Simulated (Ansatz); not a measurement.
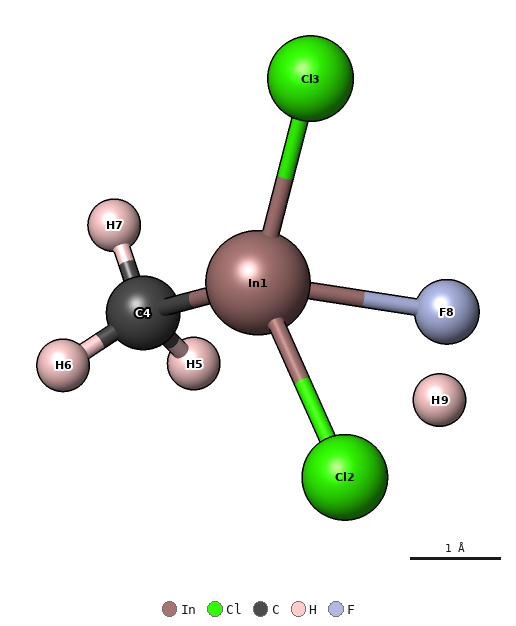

Fig. 1: The starting structure (ball-and-stick view, seen at a tilt; atoms are numbered from 1 in the order of the input). Sticks mark near contacts.

## Geometry relaxation of CH$_{4}$Cl$_{2}$FIn

CH$_{4}$Cl$_{2}$FIn, computed with RKS PBE/def2-SVP (Ansatz 0.2.0).

The input holds or restrains some coordinates. Forces given for the steps count only the free coordinates. It belongs to a series of runs on one base structure; here: pulled along the bonds that form and break, towards end A. Figures and captions count atoms from 1; the log counts them from 0 in places.

**The input**
```yaml
crystal:
  periodic: [false, false, false]
  atoms:
    - { symbol: In, position_ang: [0.0, 0.0, 0.0] }
    - { symbol: Cl, position_ang: [0.0, 0.0, 2.79] }
    - { symbol: Cl, position_ang: [2.113, 0.0, -1.22] }
    - { symbol: C, position_ang: [-1.8879, 0.0, -1.09] }
    - { symbol: H, position_ang: [-2.448, -0.9305, -0.8608] }
    - { symbol: H, position_ang: [-2.492, 0.8797, -0.7846] }
    - { symbol: H, position_ang: [-1.6862, 0.0508, -2.1803] }
    - { symbol: F, position_ang: [0.4627, -2.0358, 0.6937] }
    - { symbol: H, position_ang: [0.3397, -1.4948, 1.885] }
basis:
  gaussian: { orbitals: def2-SVP }
hamiltonian:
  xc: pbe
relax:
  f_tol: 0.15
  max_steps: 25
  restrain:
    - { distance: [0, 7], at: 3.1, k: 30.0 }
    - { distance: [8, 1], at: 2.57, k: 30.0 }
    - { distance: [0, 1], at: 2.44, k: 30.0 }
    - { distance: [8, 7], at: 0.92, k: 30.0 }
output:
  orbitals: {}
```

Launch command:
```bash
ansatz run input.yaml --threads 4 --pin off --max-ram 5120MiB --backend cpu --events-out ev --progress --plain --runs-dir out
```

**Output**
```
The last accepted step is kept in [file] (removed where the run ends without a failure and the disk answers)
Engine: ansatz 0.2.0, aarch64-unknown-linux-gnu
Functional definition: PBE
  parameter kappa = 0.804
  parameter beta = 0.06672455060314922
  exchange = pbe_x(kappa = kappa, mu = beta*pi^2/3)
  correlation = pbe_c(beta = beta)
1244 factors; their error is unknown
mean field evaluation 1: about -34005.0835 eV, gradient 6.4e1 eV
mean field evaluation 2: about -33970.5579 eV, gradient 1.3e2 eV
mean field evaluation 4: about -34014.6666 eV, gradient 1.7e1 eV
mean field evaluation 8: about -34015.3204 eV, gradient 9.7e-2 eV
mean field evaluation 16: about -34015.2733 eV, gradient 3.6e-5 eV
mean field -34015.27326704 eV, -1250.0382361834 hartree, gradient 3.6e-5 eV, S^2 0.000000; 0 other end points of the search recorded, 0 dependent functions left out
the calculation of the forces begins
reference -34015.27331689 eV, -1250.0382380154 hartree; 37, 37 occupied and 73, 73 virtual orbitals, 1244 factors
relax step   1: F+E_penalty+E_count = -34015.27326704 eV  Δ(F+E_penalty+E_count) = +0.000e0 eV  max|allowed force component| = 2.518e0 eV/Å  E_restraint = 25.67767254 eV  max|allowed force component, restraints' pulls added| = 2.477e1 eV/Å  Δτ_max = 0.0000 Å  (27 SCF iters, accepted)
  distance In 0 - F 7 = 2.2000 Å
  distance H 8 - Cl 1 = 1.7801 Å
  distance In 0 - Cl 1 = 2.7900 Å
  distance H 8 - F 7 = 1.3142 Å
these checks for a lower state are left out or cut short: starts, cluster_reference, orbital_swaps, neighbouring_geometries, increment
1244 factors; their error is unknown
mean field -34015.44959093 eV, -1250.0447159667 hartree, gradient 2.0e-5 eV, S^2 0.000000; 0 other end points of the search recorded, 0 dependent functions left out
[... from here on the field's lines of each further geometry are left out, up to the last ...]
relax step   2: F+E_penalty+E_count = -34015.44959093 eV  Δ(F+E_penalty+E_count) = -1.763e-1 eV  max|allowed force component| = 2.868e0 eV/Å  E_restraint = 10.48427119 eV  max|allowed force component, restraints' pulls added| = 1.701e1 eV/Å  Δτ_max = 0.1949 Å  (34 SCF iters, accepted)
relax step   3: F+E_penalty+E_count = -34015.59773881 eV  Δ(F+E_penalty+E_count) = -1.481e-1 eV  max|allowed force component| = 1.523e0 eV/Å  E_restraint = 2.61002245 eV  max|allowed force component, restraints' pulls added| = 8.426e0 eV/Å  Δτ_max = 0.1926 Å  (34 SCF iters, accepted)
relax step   4: F+E_penalty+E_count = -34015.69681276 eV  Δ(F+E_penalty+E_count) = -9.907e-2 eV  max|allowed force component| = 2.082e0 eV/Å  E_restraint = 0.10042424 eV  max|allowed force component, restraints' pulls added| = 3.275e0 eV/Å  Δτ_max = 0.1946 Å  (29 SCF iters, accepted)
relax step   5: F+E_penalty+E_count = -34015.88325095 eV  Δ(F+E_penalty+E_count) = -1.864e-1 eV  max|allowed force component| = 6.587e-1 eV/Å  E_restraint = 0.00817775 eV  max|allowed force component, restraints' pulls added| = 8.834e-1 eV/Å  Δτ_max = 0.1949 Å  (33 SCF iters, accepted)
relax step   6: F+E_penalty+E_count = -34015.94323823 eV  Δ(F+E_penalty+E_count) = -5.999e-2 eV  max|allowed force component| = 5.670e-1 eV/Å  E_restraint = 0.00492945 eV  max|allowed force component, restraints' pulls added| = 3.815e-1 eV/Å  Δτ_max = 0.1298 Å  (28 SCF iters, accepted)
relax step   7: F+E_penalty+E_count = -34015.96967649 eV  Δ(F+E_penalty+E_count) = -2.644e-2 eV  max|allowed force component| = 5.165e-1 eV/Å  E_restraint = 0.00671055 eV  max|allowed force component, restraints' pulls added| = 5.379e-2 eV/Å  Δτ_max = 0.1478 Å  (27 SCF iters, accepted)
relax step   8: F+E_penalty+E_count = -34015.92567182 eV  Δ(F+E_penalty+E_count) = +4.400e-2 eV  max|allowed force component| = 1.400e0 eV/Å  E_restraint = 0.06709152 eV  max|allowed force component, restraints' pulls added| = 3.098e0 eV/Å  Δτ_max = 0.1765 Å  (33 SCF iters, rejected (line search))
relax step   9: F+E_penalty+E_count = -34015.97277016 eV  Δ(F+E_penalty+E_count) = -3.094e-3 eV  max|allowed force component| = 3.409e-1 eV/Å  E_restraint = 0.01325561 eV  max|allowed force component, restraints' pulls added| = 6.222e-1 eV/Å  Δτ_max = 0.0871 Å  (27 SCF iters, rejected (line search))
the calculation of the forces begins
reference -34015.97262341 eV, -1250.0639370561 hartree; 37, 37 occupied and 73, 73 virtual orbitals, 1244 factors
relax step  10: F+E_penalty+E_count = -34015.97257327 eV  Δ(F+E_penalty+E_count) = -2.897e-3 eV  max|allowed force component| = 4.216e-1 eV/Å  E_restraint = 0.00766117 eV  max|allowed force component, restraints' pulls added| = 1.296e-1 eV/Å  Δτ_max = 0.0428 Å  (29 SCF iters, accepted)
  distance In 0 - F 7 = 3.0890 Å
  distance H 8 - Cl 1 = 2.5642 Å
  distance In 0 - Cl 1 = 2.4313 Å
  distance H 8 - F 7 = 0.9368 Å
1244 factors; their error is unknown
mean field evaluation 96: about -34015.9725 eV, gradient 1.1e-1 eV
```

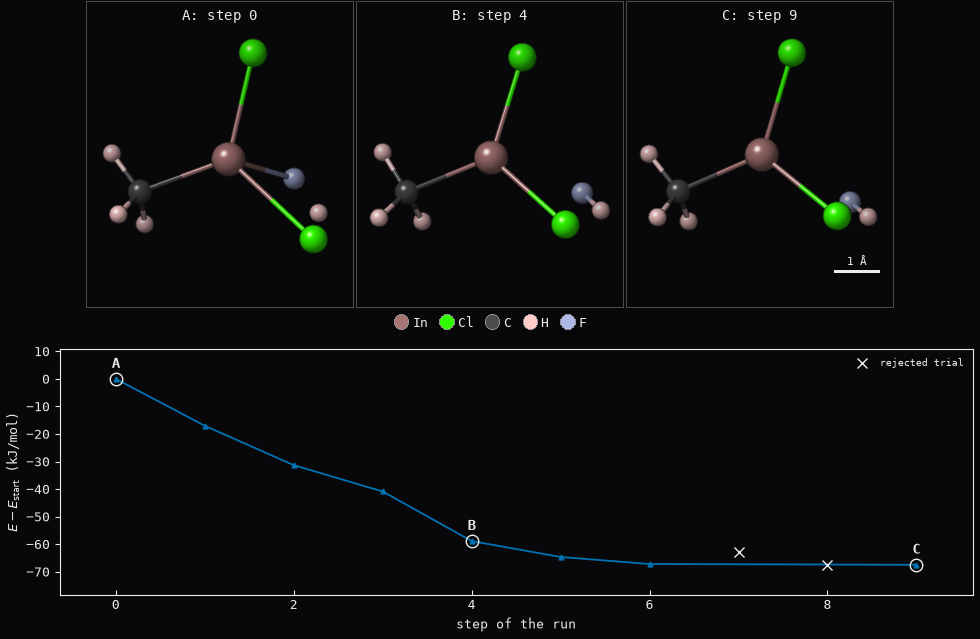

Fig. 2: Frames of the restrained relaxation (ball-and-stick view, seen on its broad side) above the curves, on which the letters mark them (the first geometry is step 0 here and step 1 in the log).

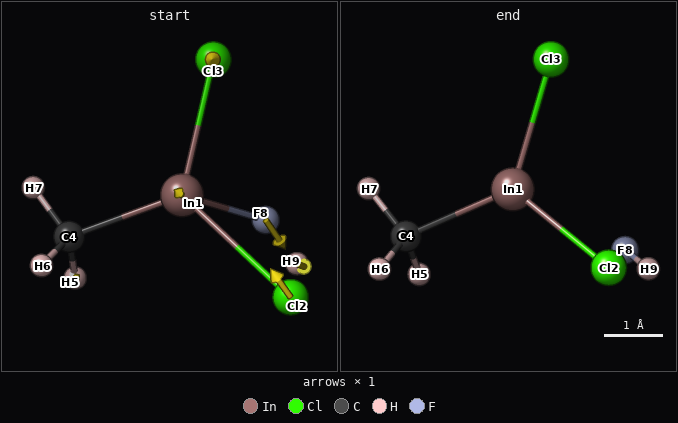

Fig. 3: Before (left) and after (right) the restrained relaxation, at one scale (ball-and-stick view, seen on its broad side). The yellow arrows give the displacements, at true length. The energy falls by 67.5 kJ/mol in 9 geometry steps. The largest force component goes from 2.5 to 0.42 eV/Å. The line search rejected the trial steps at points 7, 8 (counted from 0) and went back. The largest move after the best rigid fit is that of F8, 0.75 Å. By element the largest moves are F 0.75 Å, Cl 0.68 Å, H 0.58 Å, In 0.24 Å, C 0.05 Å. Distances before and after: In1–F8 2.200 → 3.089 Å, F8–H9 1.314 → 0.937 Å, In1–Cl2 2.790 → 2.431 Å, In1–Cl3 2.440 → 2.365 Å. New bonds form: F8–H9 (1.31 → 0.94 Å). Bonds break: In1–F8 (2.20 → 3.09 Å). Among the angles that change: Cl2–In1–Cl3 120.0° → 109.7°, Cl3–In1–C4 120.0° → 127.9°, Cl2–In1–C4 120.0° → 122.2°. (Atoms are counted from 1 in the order of the input.)

```
mean field -34015.97257327 eV, -1250.0639352132 hartree, gradient 1.6e-5 eV, S^2 0.000000; 1 other end points of the search recorded, 0 dependent functions left out
the calculation of the forces begins
reference -34015.97262341 eV, -1250.0639370561 hartree; 37, 37 occupied and 73, 73 virtual orbitals, 1244 factors
Total energy: -34015.97262341 eV, -1250.0639370561 hartree
Atom 0 at    -0.011289     0.222128    -0.096871 Å, force     0.072641    -0.290804     0.378995 eV/Å
Atom 1 at     0.164547     0.415376     2.320335 Å, force    -0.009151    -0.205203    -0.291119 eV/Å
Atom 2 at     2.129734     0.464567    -1.072249 Å, force    -0.012068     0.000952     0.003782 eV/Å
Atom 3 at    -1.911197     0.044442    -1.100045 Å, force     0.030376     0.003542     0.003262 eV/Å
Atom 4 at    -2.333236    -0.944048    -0.843478 Å, force    -0.010828    -0.023917     0.009702 eV/Å
Atom 5 at    -2.573151     0.850978    -0.735048 Å, force    -0.002534     0.004741     0.002123 eV/Å
Atom 6 at    -1.746083     0.128505    -2.189108 Å, force    -0.007729     0.005660    -0.003187 eV/Å
Atom 7 at     0.295590    -2.614614     1.086682 Å, force    -0.076380     0.128461    -0.421569 eV/Å
Atom 8 at     0.386385    -2.097935     1.862782 Å, force     0.015674     0.376569     0.318012 eV/Å
Dipole moment:    -0.636319     0.029525    -0.200509 e Å
```

**Trajectory as extended XYZ (Å, eV, eV/Å), 10 frames, from step=1 to step=10**
```
9
Properties=species:S:1:pos:R:3:forces:R:3 step=1 energy=-34015.27327
In    0.0000    0.0000    0.0000    0.5778  -0.6808  -0.2911
Cl    0.0000    0.0000    2.7900    0.3171  -1.0987  -1.6630
Cl    2.1130    0.0000   -1.2200   -0.5230   0.3746   0.4898
C    -1.8879    0.0000   -1.0900   -0.4013   0.3307   0.1152
H    -2.4480   -0.9305   -0.8608    0.2084   0.0502   0.1316
H    -2.4920    0.8797   -0.7846    0.0536  -0.1094  -0.0349
H    -1.6862    0.0508   -2.1803    0.2222   0.0198   0.1775
F     0.4627   -2.0358    0.6937   -0.4704   1.1153   2.5182
H     0.3397   -1.4948    1.8850    0.0158  -0.0018  -1.4433
9
Properties=species:S:1:pos:R:3:forces:R:3 step=2 energy=-34015.44959
In   -0.0287    0.1600    0.0386    0.8931  -1.2129   0.2785
Cl   -0.0283    0.1287    2.7517    0.1902  -0.4290  -1.7348
Cl    2.1036    0.0060   -1.2120   -0.8057   0.3873   0.6680
C    -1.8916    0.0042   -1.0888   -0.2974   0.2954   0.0013
H    -2.4452   -0.9299   -0.8586    0.2735   0.0542   0.2054
H    -2.4934    0.8801   -0.7851   -0.1365  -0.0056  -0.0563
H    -1.6834    0.0511   -2.1781    0.2229   0.0365   0.1897
F     0.4941   -2.1857    0.7993   -0.6521   2.1688   2.8681
H     0.3741   -1.6453    1.7660    0.3120  -1.2947  -2.4198
9
Properties=species:S:1:pos:R:3:forces:R:3 step=3 energy=-34015.59774
In   -0.0485    0.3038    0.0858    0.8179  -1.3236   0.1047
Cl   -0.0542    0.2554    2.6864    0.1440  -0.0889  -1.5225
Cl    2.0857    0.0131   -1.1977   -0.9452   0.4459   0.7742
C    -1.8940    0.0096   -1.0879   -0.0953   0.3494   0.0597
H    -2.4392   -0.9289   -0.8540    0.3324   0.0612   0.2641
H    -2.4983    0.8809   -0.7868   -0.2922   0.0543  -0.1027
H    -1.6793    0.0519   -2.1752    0.2346   0.0565   0.1810
F     0.5172   -2.3049    0.8861   -0.1570   0.0952  -0.6015
H     0.4117   -1.8115    1.6763   -0.0391   0.3500   0.8429
9
Properties=species:S:1:pos:R:3:forces:R:3 step=4 energy=-34015.69681
In   -0.0519    0.3802    0.0788    0.1930  -1.1692  -0.2349
Cl   -0.0636    0.3775    2.5351    0.1634  -0.0572  -0.6553
Cl    2.0261    0.0626   -1.1391   -0.4197   0.3594   0.4545
C    -1.8975    0.0414   -1.0780    0.0682   0.2287   0.0827
H    -2.3982   -0.9186   -0.8247    0.3017   0.1434   0.1992
H    -2.5405    0.8924   -0.8008   -0.2582   0.0427  -0.1086
H    -1.6568    0.0642   -2.1596    0.1034   0.0673   0.1346
F     0.5339   -2.4615    0.9340    0.0347  -0.8983  -1.9536
H     0.4499   -1.9686    1.6873   -0.1866   1.2832   2.0815
9
Properties=species:S:1:pos:R:3:forces:R:3 step=5 energy=-34015.88325
In   -0.0564    0.3050   -0.0320   -0.1239  -0.3105   0.3985
Cl    0.0031    0.3768    2.3965    0.1222  -0.1177  -0.3145
Cl    2.0479    0.1969   -1.0938    0.1005   0.1065   0.0394
C    -1.9329    0.1250   -1.0884   -0.1028  -0.3865   0.0810
H    -2.2813   -0.8897   -0.7570   -0.0355   0.4658  -0.2373
H    -2.6957    0.9078   -0.8729    0.3308  -0.1917   0.0739
H    -1.6588    0.1072   -2.1608   -0.1511  -0.0125   0.0169
F     0.4618   -2.5647    1.0201   -0.1385  -0.0555  -0.6587
H     0.5137   -2.0949    1.8212   -0.0016   0.5021   0.6008
9
Properties=species:S:1:pos:R:3:forces:R:3 step=6 energy=-34015.94324
In   -0.0566    0.2574   -0.0541    0.0547  -0.2570   0.3807
Cl    0.1067    0.4004    2.3660    0.0170  -0.1749  -0.3052
Cl    2.0904    0.3081   -1.0420    0.0156   0.0533   0.0050
C    -1.9357    0.0945   -1.1015   -0.0566  -0.2704   0.0531
H    -2.3219   -0.9065   -0.7978   -0.0356   0.2639  -0.1306
H    -2.6546    0.8960   -0.8314    0.1933  -0.1077   0.0374
H    -1.7034    0.1057   -2.1831   -0.0779   0.0097   0.0275
F     0.3969   -2.5969    1.0493   -0.1356   0.0209  -0.5670
H     0.4794   -2.0893    1.8276    0.0251   0.4622   0.4991
9
Properties=species:S:1:pos:R:3:forces:R:3 step=7 energy=-34015.96968
In   -0.0236    0.2184   -0.0916    0.0379  -0.2520   0.4049
Cl    0.1747    0.4115    2.3234   -0.0186  -0.2058  -0.2880
Cl    2.1197    0.4525   -1.0541    0.0394   0.0005  -0.0321
C    -1.9183    0.0527   -1.1065    0.0538  -0.0335   0.0254
H    -2.3320   -0.9379   -0.8455   -0.0479  -0.0246  -0.0076
H    -2.5886    0.8568   -0.7521    0.0133   0.0067   0.0126
H    -1.7423    0.1291   -2.1942   -0.0119   0.0086  -0.0119
F     0.2828   -2.6178    1.0960   -0.0972   0.0629  -0.5165
H     0.4288   -2.0960    1.8575    0.0312   0.4371   0.4132
9
Properties=species:S:1:pos:R:3:forces:R:3 step=8 energy=-34015.92567 accepted=F
In   -0.0032    0.2350   -0.0863    0.0647  -0.4366   0.2963
Cl    0.1583    0.4211    2.3318   -0.0428  -0.2172  -0.2824
Cl    2.1208    0.4455   -1.0989    0.0213   0.0426   0.0135
C    -1.9039    0.0341   -1.0931    0.0706   0.1058   0.0262
H    -2.3458   -0.9442   -0.8381    0.0140  -0.0757   0.0554
H    -2.5452    0.8521   -0.7200   -0.0850   0.0232  -0.0268
H    -1.7472    0.1190   -2.1834    0.0198   0.0149   0.0076
F     0.4144   -2.5988    1.0469   -0.4400   1.1970   1.3104
H     0.2531   -2.0944    1.8741    0.3774  -0.6540  -1.4003
9
Properties=species:S:1:pos:R:3:forces:R:3 step=9 energy=-34015.97277 accepted=F
In   -0.0113    0.2257   -0.0938    0.1099  -0.3349   0.3409
Cl    0.1681    0.4162    2.3227   -0.0281  -0.2040  -0.2846
Cl    2.1279    0.4597   -1.0794   -0.0324   0.0109   0.0161
C    -1.9106    0.0413   -1.0998    0.0490   0.0443   0.0101
H    -2.3394   -0.9441   -0.8461   -0.0056  -0.0487   0.0276
H    -2.5651    0.8512   -0.7299   -0.0334   0.0113  -0.0096
H    -1.7480    0.1281   -2.1891    0.0018   0.0100   0.0028
F     0.3367   -2.6087    1.0769   -0.0849   0.3159  -0.1263
H     0.3429   -2.1000    1.8714    0.0237   0.1952   0.0229
9
Properties=species:S:1:pos:R:3:forces:R:3 step=10 energy=-34015.97257
In   -0.0113    0.2221   -0.0969    0.0726  -0.2908   0.3790
Cl    0.1645    0.4154    2.3203   -0.0092  -0.2052  -0.2911
Cl    2.1297    0.4646   -1.0722   -0.0121   0.0010   0.0038
C    -1.9112    0.0444   -1.1000    0.0304   0.0035   0.0033
H    -2.3332   -0.9440   -0.8435   -0.0108  -0.0239   0.0097
H    -2.5732    0.8510   -0.7350   -0.0025   0.0047   0.0021
H    -1.7461    0.1285   -2.1891   -0.0077   0.0057  -0.0032
F     0.2956   -2.6146    1.0867   -0.0764   0.1285  -0.4216
H     0.3864   -2.0979    1.8628    0.0157   0.3766   0.3180
```

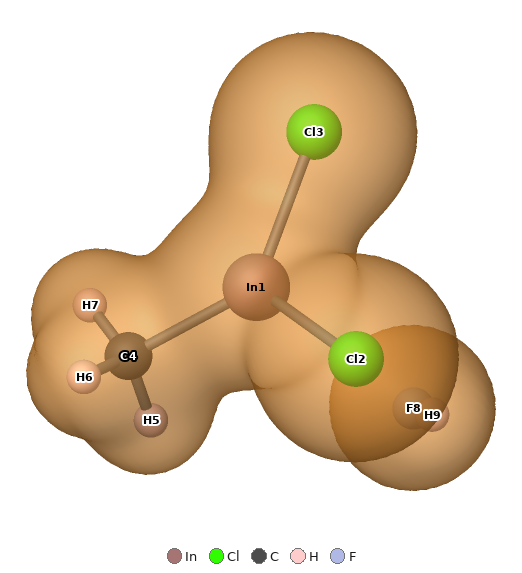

Fig. 4: Isosurface of the electron density at 0.1 e/Å³ (orange), seen at a tilt. At this value the surface falls into two separate pieces. It is pinched off along the In···F (3.09 Å) contacts. On the grid the lowest density along these lines, outside the cores, is 0.06 e/Å³ (In···F, 3.09 Å), 0.63 e/Å³ (C–In, 2.16 Å), 0.49 e/Å³ (In–Cl, 2.37 Å) and 2.3 e/Å³ (F–H, 0.94 Å).

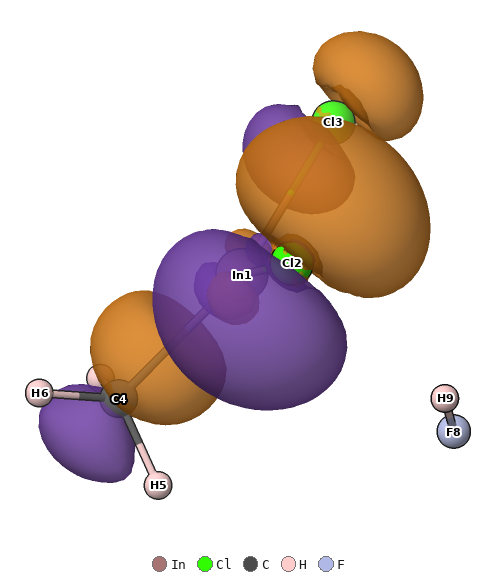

Fig. 5: The HOMO−1 at ±0.1 Å⁻³ᐟ² (orange and purple are the two phases), seen at a tilt. Its energy is −7.15 eV.

**Key numbers**

| quantity | value |
| --- | --- |
| outcome | converged under the restraints of the input |
| total energy | −34015.9726 eV |
| mean-field energy | −34015.9726 eV |
| largest force (length of the vector) at the end, held atoms and coordinates included | 0.493 eV/Å |
| hardware | 4 threads of Arm Neoverse V1, 24 GiB of memory available, shared host |
| wall time | 14 s (CPU time 49 s) |
| peak memory | 0.17 GiB |
